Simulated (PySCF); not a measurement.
**C₃H₁₀BNO: NMR shifts at several levels of theory, part 1 of 2**

Aim: compute the NMR shifts of C₃H₁₀BNO (`[BH3-]/[O+]=C/N(C)C`) at several levels, and see how far they spread and what each costs.

Programs: PySCF 2.14.0, with density-fitted response routines of our own. Each step states its level of theory. These are calculated values for one molecule in the gas phase, unless marked as measured. Atoms count from 0, in the outputs and in this text.

## 1. The molecule as given

16 atoms, charge 0, multiplicity 1; geometry from: GFN2-xTB.

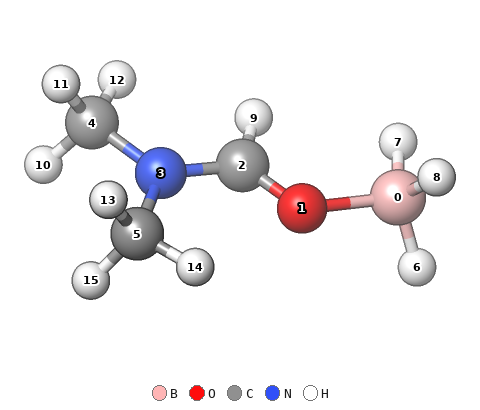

The starting geometry (boron pink, oxygen red, carbon grey, nitrogen blue, hydrogen white), atoms numbered.

## 2. Optimising the geometry at PBE0-D3(BJ)/def2-SVP

The job: settings as JSON, then the geometry in Å.

```
{"job": {"xc": "PBE0", "basis": "def2-SVP", "d3": "d3bj", "grid": 1, "kind": "geom"}, "charge": 0, "multiplicity": 1}
B      2.772150    -0.193010     0.119130
O      1.220950    -0.437740     0.259990
C      0.394830     0.350770    -0.203180
N     -0.921820     0.173370    -0.103130
C     -1.872620     1.103040    -0.654040
C     -1.465850    -0.981760     0.573370
H      3.162470    -1.153520    -0.461820
H      2.923690     0.844690    -0.459800
H      3.158400    -0.151330     1.243680
H      0.706240     1.258190    -0.732360
H     -2.507240     0.604010    -1.389190
H     -2.510900     1.502300     0.139490
H     -1.354240     1.926970    -1.139030
H     -2.083320    -0.667990     1.417530
H     -0.643040    -1.591880     0.938860
H     -2.079660    -1.567770    -0.113700
```

Log:

```text
step   0  E = -274.63091724  max force = 0.014572
step   1  E = -274.63304289  max force = 0.005287
step   2  E = -274.63271136  max force = 0.010579
step   3  E = -274.63330232  max force = 0.002616
step   4  E = -274.63338705  max force = 0.001903
step   5  E = -274.63341911  max force = 0.000656
step   6  E = -274.63342074  max force = 0.000387
optimisation converged
```

Run time: 39 s. Hardware: 8 threads of Intel Xeon Platinum 8259CL at 2.50GHz (Skylake/Cascade Lake), shared host.

Step by step: (the energy doesn't fall at every step)

| step | energy from step 0 (eV) | largest force component (eV/Å) |
| --- | --- | --- |
| 0 | 0.0000 | 0.7493 |
| 1 | -0.0578 | 0.2719 |
| 2 | -0.0488 | 0.5440 |
| 3 | -0.0649 | 0.1345 |
| 4 | -0.0672 | 0.0979 |
| 5 | -0.0681 | 0.0337 |
| 6 | -0.0681 | 0.0199 |

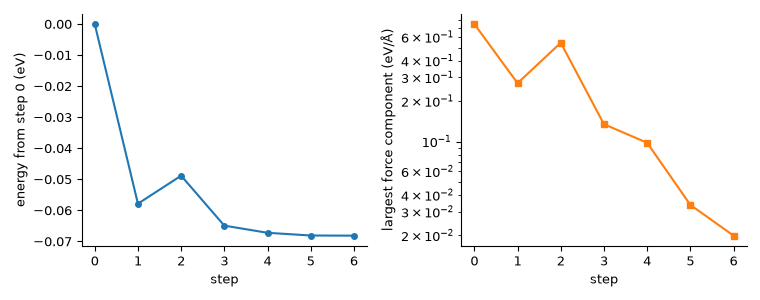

Energy and force, step by step.

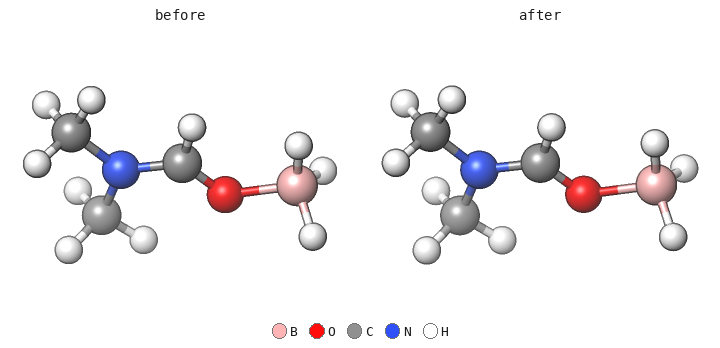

The geometry before (left) and after (right).

Distances of close pairs at the start and the end, largest changes first:

| bond | before (Å) | after (Å) | change (Å) |
| --- | --- | --- | --- |
| B0–H7 | 1.198 | 1.233 | +0.035 |
| B0–H6 | 1.188 | 1.222 | +0.034 |
| B0–H8 | 1.190 | 1.223 | +0.033 |
| B0–O1 | 1.577 | 1.599 | +0.023 |
| C4–H12 | 1.088 | 1.098 | +0.010 |
| C4–H10 | 1.092 | 1.102 | +0.010 |
| C5–H15 | 1.092 | 1.101 | +0.010 |
| C5–H13 | 1.092 | 1.102 | +0.010 |

The final coordinates are the input of the step that follows.

| at the end point | value |
| --- | --- |
| point group (found at 0.08 Å tolerance) | Cs |
| rotational constants (GHz, main isotopes) | 7.973, 1.992, 1.650 |
| dipole moment (D) | 8.79 |

## 3. Shielding tensors: PBE0/pcSseg-2

The job: settings as JSON, then the geometry in Å.

```
{"job": {"kind": "nmr", "xc": "PBE0", "basis": "pcSseg-2", "pop": false}, "charge": 0, "multiplicity": 1}
B      2.781136    -0.188601     0.120051
O      1.210146    -0.453976     0.260773
C      0.378731     0.338229    -0.200720
N     -0.934145     0.158285    -0.095037
C     -1.864673     1.109860    -0.652689
C     -1.477519    -0.997399     0.584377
H      3.210390    -1.149485    -0.501649
H      2.870817     0.877199    -0.493639
H      3.194920    -0.126370     1.268754
H      0.717426     1.245798    -0.729277
H     -2.510031     0.626939    -1.404049
H     -2.507189     1.532953     0.136315
H     -1.318236     1.930012    -1.136195
H     -2.101363    -0.679774     1.434838
H     -0.651327    -1.617036     0.950814
H     -2.099044    -1.588293    -0.106868
```

With the program's defaults for keys left out, this is: GIAO PBE0/pcSseg-2 NMR shielding, non-relativistic, gas phase.

Log:

```text
coarse grid: 12696 points
cycle   1  E = -274.8176890944  dE =  6.278e-01  |g| = 6.755e-01  |ddm| = 2.456e+00
cycle   2  E = -274.4977697656  dE =  3.199e-01  |g| = 1.459e+00  |ddm| = 1.332e+00
cycle   3  E = -274.9184537150  dE = -4.207e-01  |g| = 1.331e-01  |ddm| = 8.977e-01
cycle   4  E = -274.9217683422  dE = -3.315e-03  |g| = 6.521e-02  |ddm| = 1.182e-01
cycle   5  E = -274.9226416572  dE = -8.733e-04  |g| = 2.016e-02  |ddm| = 4.388e-02
cycle   6  E = -274.9227291152  dE = -8.746e-05  |g| = 4.730e-03  |ddm| = 1.380e-02
cycle   7  E = -274.9227332383  dE = -4.123e-06  |g| = 1.092e-03  |ddm| = 2.581e-03
final grid: 120752 points
cycle   8  E = -274.9265029015  dE = -1.055e-04  |g| = 1.060e-02  |ddm| = 4.474e-02
cycle   9  E = -274.9264610079  dE =  4.189e-05  |g| = 1.827e-02  |ddm| = 1.397e-02
cycle  10  E = -274.9265242559  dE = -6.325e-05  |g| = 2.787e-03  |ddm| = 9.675e-03
cycle  11  E = -274.9265259355  dE = -1.680e-06  |g| = 2.371e-04  |ddm| = 1.700e-03
cycle  12  E = -274.9265259429  dE = -7.362e-09  |g| = 1.355e-04  |ddm| = 2.135e-04
cycle  13  E = -274.9265259470  dE = -4.084e-09  |g| = 2.944e-05  |ddm| = 1.039e-04
cycle  14  E = -274.9265259471  dE = -1.721e-10  |g| = 7.825e-06  |ddm| = 1.793e-05
converged SCF energy = -274.9265259471

GIAO shielding tensors (ppm)
atom      isotropic    diamagn.    paramagn.     s11        s22        s33       span
  0 B      102.084     186.541     -84.458     78.192     82.942    145.116     66.924
  1 O       24.382     399.671    -375.289   -219.766    -34.210    327.123    546.889
  2 C        9.591     255.765    -246.174    -60.499     23.920     65.351    125.850
  3 N      129.569     326.515    -196.945     10.157    183.751    194.800    184.642
  4 C      144.293     240.664     -96.370    123.032    124.822    185.026     61.994
  5 C      150.806     242.417     -91.611    124.492    144.311    183.614     59.121
  6 H       27.852      29.407      -1.556     25.570     26.338     31.647      6.076
  7 H       28.155      29.851      -1.696     25.755     26.226     32.485      6.730
  8 H       27.853      29.415      -1.562     25.569     26.334     31.657      6.088
  9 H       23.191      32.816      -9.625     20.484     22.617     26.472      5.989
 10 H       28.489      28.238       0.251     24.686     26.315     34.465      9.779
 11 H       28.488      28.251       0.238     24.689     26.309     34.466      9.777
 12 H       28.063      29.584      -1.521     24.391     26.983     32.815      8.425
 13 H       29.000      29.159      -0.158     24.919     26.757     35.325     10.406
 14 H       26.890      30.368      -3.478     21.847     27.759     31.062      9.215
 15 H       28.998      29.153      -0.154     24.919     26.749     35.327     10.407
```

Run time: 59 s. Hardware: 8 threads of Intel Xeon Platinum 8259CL at 2.50GHz (Skylake/Cascade Lake), shared host.

Shifts follow as δ = σ(reference) − σ, with reference shieldings (ppm) from runs at the same level and on the same kind of geometry: 1H TMS 31.25, 13C TMS 184.1, 15N NH3 261.7, 17O H2O 328.2, 11B BF3·OEt2 99.1. The references are single molecules in the gas phase, so shifts against H2O, NH3, PH3, H3PO4 or CFCl3 are not on the usual liquid scales and can be off by tens of ppm. Atoms listed in one row are averaged.

| atoms | environment | σ (ppm) | δ (ppm) |
| --- | --- | --- | --- |
| C2 | amide carbonyl carbon | 9.6 | 174.5 |
| C4 | methyl carbon bonded to N | 144.3 | 39.8 |
| C5 | methyl carbon bonded to N | 150.8 | 33.3 |
| H9 | hydrogen on an amide carbonyl carbon | 23.19 | 8.05 |
| H6, H7, H8 | hydrogen on a boron bonded to O | 27.95 | 3.29 |
| H13, H14, H15 | hydrogen on a methyl carbon bonded to N | 28.30 | 2.95 |
| H10, H11, H12 | hydrogen on a methyl carbon bonded to N | 28.35 | 2.90 |
| B0 | boron bonded to O, 3 H | 102.1 | -3.0 |
| O1 | donor oxygen of a Lewis adduct | 24.4 | 303.8 |
| N3 | amide-type nitrogen | 129.6 | 132.1 |

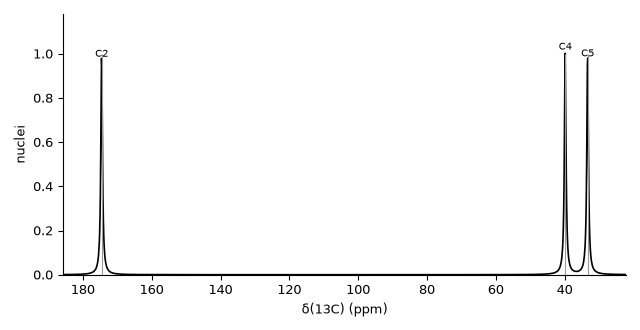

13C lines at the computed shifts, without couplings. Lines are broadened to a width of 0.56 ppm (Lorentzian).

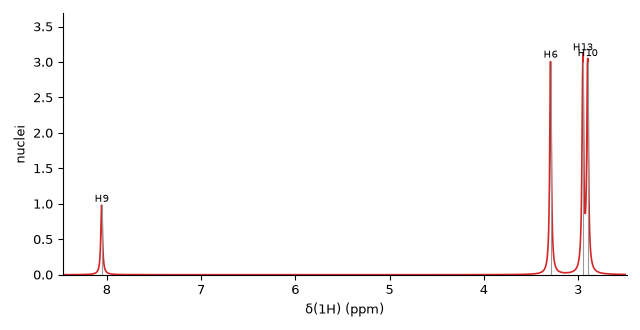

1H lines at the computed shifts, without couplings. Lines are broadened to a width of 0.02 ppm (Lorentzian).

## 4. Shielding tensors: PBE/pcSseg-2

The job, as its differences from that of step 3:

```diff
@@ -1,2 +1,2 @@
-{"job": {"kind": "nmr", "xc": "PBE0", "basis": "pcSseg-2", "pop": false}, "charge": 0, "multiplicity": 1}
+{"job": {"kind": "nmr", "xc": "PBE", "basis": "pcSseg-2", "pop": false}, "charge": 0, "multiplicity": 1}
 B      2.781136    -0.188601     0.120051
```

Method: GIAO PBE/pcSseg-2 NMR shielding, non-relativistic, gas phase.

Log:

```text
coarse grid: 12696 points
cycle   1  E = -274.7469966184  dE =  4.936e-01  |g| = 7.907e-01  |ddm| = 2.474e+00
cycle   2  E = -273.7850680400  dE =  9.619e-01  |g| = 2.229e+00  |ddm| = 2.381e+00
cycle   3  E = -274.8665136996  dE = -1.081e+00  |g| = 3.475e-01  |ddm| = 1.979e+00
cycle   4  E = -274.8913661048  dE = -2.485e-02  |g| = 1.457e-01  |ddm| = 2.982e-01
cycle   5  E = -274.8949905687  dE = -3.624e-03  |g| = 7.742e-02  |ddm| = 1.136e-01
cycle   6  E = -274.8962766659  dE = -1.286e-03  |g| = 1.452e-02  |ddm| = 4.865e-02
cycle   7  E = -274.8963191779  dE = -4.251e-05  |g| = 3.537e-03  |ddm| = 8.440e-03
cycle   8  E = -274.8963220503  dE = -2.872e-06  |g| = 1.018e-03  |ddm| = 3.139e-03
final grid: 120752 points
cycle   9  E = -274.9036292467  dE = -1.463e-04  |g| = 1.754e-02  |ddm| = 6.286e-02
cycle  10  E = -274.9032945072  dE =  3.347e-04  |g| = 4.428e-02  |ddm| = 3.222e-02
cycle  11  E = -274.9036790194  dE = -3.845e-04  |g| = 8.295e-03  |ddm| = 2.596e-02
cycle  12  E = -274.9036952127  dE = -1.619e-05  |g| = 6.152e-04  |ddm| = 5.730e-03
cycle  13  E = -274.9036952750  dE = -6.225e-08  |g| = 3.462e-04  |ddm| = 6.041e-04
cycle  14  E = -274.9036953004  dE = -2.545e-08  |g| = 1.024e-04  |ddm| = 2.473e-04
cycle  15  E = -274.9036953027  dE = -2.285e-09  |g| = 2.748e-05  |ddm| = 7.100e-05
cycle  16  E = -274.9036953029  dE = -1.883e-10  |g| = 5.018e-06  |ddm| = 2.299e-05
converged SCF energy = -274.9036953029

GIAO shielding tensors (ppm)
atom      isotropic    diamagn.    paramagn.     s11        s22        s33       span
  0 B       96.621     187.413     -90.793     71.176     76.774    141.911     70.735
  1 O       11.951     398.340    -386.388   -230.373    -46.505    312.733    543.106
  2 C       11.698     256.062    -244.364    -56.880     34.513     57.461    114.341
  3 N      121.421     323.782    -202.361      7.977    173.901    182.385    174.408
  4 C      138.741     240.933    -102.192    116.889    117.862    181.473     64.584
  5 C      145.712     242.798     -97.086    117.680    139.646    179.809     62.129
  6 H       27.645      29.386      -1.741     25.211     26.238     31.486      6.274
  7 H       27.946      29.832      -1.886     25.313     26.209     32.316      7.002
  8 H       27.645      29.393      -1.749     25.209     26.230     31.494      6.284
  9 H       23.051      33.044      -9.993     20.768     22.463     25.921      5.153
 10 H       28.408      28.386       0.023     24.761     26.260     34.203      9.442
 11 H       28.408      28.398       0.010     24.764     26.255     34.205      9.441
 12 H       27.945      29.694      -1.749     24.515     26.947     32.374      7.859
 13 H       28.925      29.295      -0.370     24.974     26.768     35.033     10.059
 14 H       26.799      30.369      -3.570     21.972     27.734     30.689      8.717
 15 H       28.924      29.290      -0.367     24.974     26.762     35.035     10.062
```

Wall time 48 s (8 threads of Intel Xeon Platinum 8259CL at 2.50GHz (Skylake/Cascade Lake), shared host).

In short: δ C2 167.7, C4 40.7, C5 33.7, B0 -3.9, H9 8.13, H6 3.43 ppm (means over like atoms).

(Continued in part 2 of 2.)
